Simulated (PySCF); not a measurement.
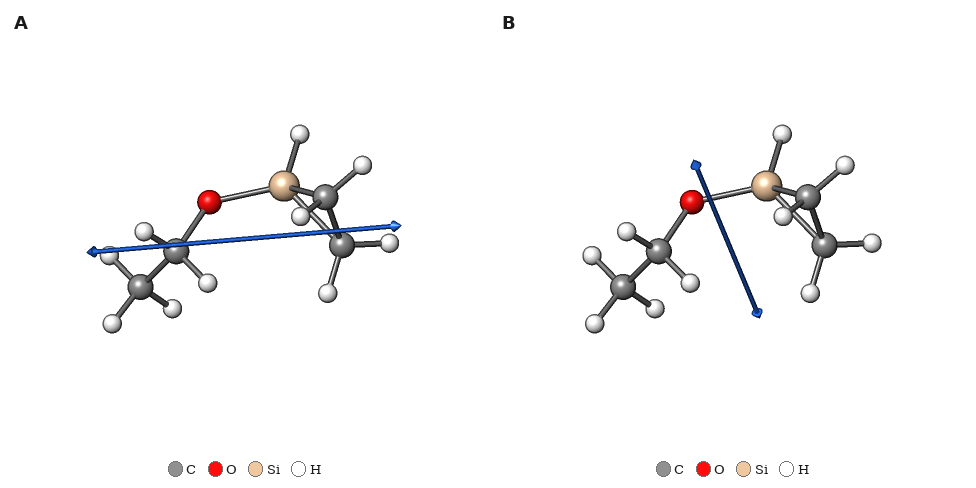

The double arrows show the directions of two transition dipoles from the ground state (lengths mean nothing). The computed structure is the end point of a PBE0-D3(BJ)/def2-SVP optimisation. No frequency run is at hand to confirm it as a minimum. Method: TDDFT HF/def2-SVPD, vertical, gas phase, core orbitals frozen in the response (PySCF 2.14.0).

One belongs to singlet state 5 and one to singlet state 9. Which is which?

Answer. A: state 9, 9.27 eV (134 nm), oscillator strength 0.017, of mixed character, with the largest part HOMO−1 → LUMO (weight 0.29).
B: state 5, 8.35 eV (149 nm), oscillator strength 0.053, of mixed character, with the largest part HOMO → LUMO (weight 0.20).
